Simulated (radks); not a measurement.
# Valence configurations of Tc

NIST gives [Kr] 4d5 5s2 as the ground configuration of Tc. Does this level of theory agree? Several fillings of the valence shells are run.

The numbers are computed with radks (a radial shooting solver on a logarithmic mesh, Libxc functionals) version 1 (scalar-relativistic Kohn-Sham, r2SCAN, spin-polarised, spherical densities, finite nucleus; open shells are filled with parallel spins first), except any that are marked as measured or tabulated.

## 1. The system

| Quantity | Value |
| --- | --- |
| element | technetium (Z = 43) |
| charge | 0 |
| electrons | 43 |
| configuration | [Kr] 4d5 5s2 |
| nuclear rms radius | 4.4112 fm |
| others tried | 4d4.5 5s2 5p0.5; 4d6 5s1; 4d5 5s1 5p1; 4d5 5s1.5 5p0.5; 4d4 5s1.5 5p1.5; 4d3.5 5s2 5p1.5; 4d4 5s2 5p1; 4d3 5s2 5p2; 4d5.5 5s0.5 5p1 |

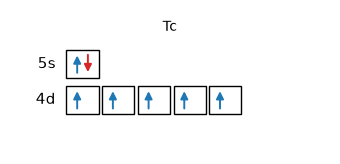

The shells outside the core, filled by Hund's rule for the drawing.

## 2. [Kr] 4d5 5s2

Settings of this run:

```text
Z 43
configuration [Kr] 4d5 5s2
relativity scalar-relativistic
functional r2scan,r2scan
spin polarised
nucleus finite rms 4.4112 fm
c 137.035999084
```

## 3. [Kr] 4d4.5 5s2 5p0.5

Input: that of step 2 with these lines changed.

```diff
@@ -1,3 +1,3 @@
 Z 43
-configuration [Kr] 4d5 5s2
+configuration [Kr] 4d4.5 5s2 5p0.5
 relativity scalar-relativistic
```

## 4. [Kr] 4d6 5s1

Input: that of step 3 with these lines changed.

```diff
@@ -1,3 +1,3 @@
 Z 43
-configuration [Kr] 4d4.5 5s2 5p0.5
+configuration [Kr] 4d6 5s1
 relativity scalar-relativistic
```

## 5. [Kr] 4d5 5s1 5p1

Input: that of step 4 with these lines changed.

```diff
@@ -1,3 +1,3 @@
 Z 43
-configuration [Kr] 4d6 5s1
+configuration [Kr] 4d5 5s1 5p1
 relativity scalar-relativistic
```

## 6. [Kr] 4d5 5s1.5 5p0.5

Input: that of step 5 with these lines changed.

```diff
@@ -1,3 +1,3 @@
 Z 43
-configuration [Kr] 4d5 5s1 5p1
+configuration [Kr] 4d5 5s1.5 5p0.5
 relativity scalar-relativistic
```

## 7. [Kr] 4d4 5s1.5 5p1.5

Settings of this run:

```text
Z 43
configuration [Kr] 4d4 5s1.5 5p1.5
relativity scalar-relativistic
functional r2scan,r2scan
spin polarised
nucleus finite rms 4.4112 fm
c 137.035999084
```

## 8. [Kr] 4d3.5 5s2 5p1.5

Settings of this run:

```text
Z 43
configuration [Kr] 4d3.5 5s2 5p1.5
relativity scalar-relativistic
functional r2scan,r2scan
spin polarised
nucleus finite rms 4.4112 fm
c 137.035999084
```

## 9. [Kr] 4d4 5s2 5p1

Settings of this run:

```text
Z 43
configuration [Kr] 4d4 5s2 5p1
relativity scalar-relativistic
functional r2scan,r2scan
spin polarised
nucleus finite rms 4.4112 fm
c 137.035999084
```

## 10. [Kr] 4d3 5s2 5p2

Input: that of step 9 with these lines changed.

```diff
@@ -1,3 +1,3 @@
 Z 43
-configuration [Kr] 4d4 5s2 5p1
+configuration [Kr] 4d3 5s2 5p2
 relativity scalar-relativistic
```

## 11. [Kr] 4d5.5 5s0.5 5p1

Input: that of step 10 with these lines changed.

```diff
@@ -1,3 +1,3 @@
 Z 43
-configuration [Kr] 4d3 5s2 5p2
+configuration [Kr] 4d5.5 5s0.5 5p1
 relativity scalar-relativistic
```

What does the calculation give? Wanted: for each run, valence; E − E(NIST configuration); moment; highest level; its energy; 1s shift.

The runs gave:

| valence | E − E(NIST configuration) (eV) | moment (μB) | highest level | its energy (eV) | 1s shift (eV) |
| --- | --- | --- | --- | --- | --- |
| 4d5 5s2 | 0.000 | 5 | 5s down | -4.344 | +0.00 |
| 4d6 5s1 | 0.511 | 5 | 4d down | -2.010 | +3.21 |
| 4d5 5s1.5 5p0.5 | 1.205 | 6 | 5p up | -2.097 | -0.60 |
| 4d5 5s1 5p1 | 1.735 | 7 | 5p up | -2.522 | -0.99 |
| 4d5.5 5s0.5 5p1 | 3.121 | 6 | 5p up | -2.259 | +0.46 |
| 4d4.5 5s2 5p0.5 | 3.752 | 5 | 5p up | -2.239 | -2.69 |
| 4d4 5s2 5p1 | 8.058 | 5 | 5p up | -2.931 | -5.41 |
| 4d4 5s1.5 5p1.5 | 9.258 | 6 | 5p up | -3.403 | -5.89 |
| 4d3.5 5s2 5p1.5 | 12.935 | 5 | 5p up | -3.564 | -8.20 |
| 4d3 5s2 5p2 | 18.393 | 5 | 5p up | -4.158 | -11.05 |

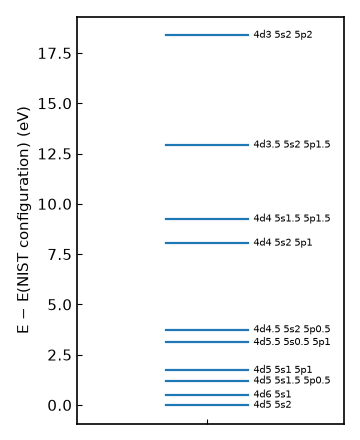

Energies of the configurations.

**Reading.** Theory agrees with NIST among these: the next, 4d6 5s1, lies 0.511 eV higher. The energies are those of spherical high-spin densities, not of single terms. The 1s eigenvalue shifts by up to 11.05 eV as the valence charge is rearranged.
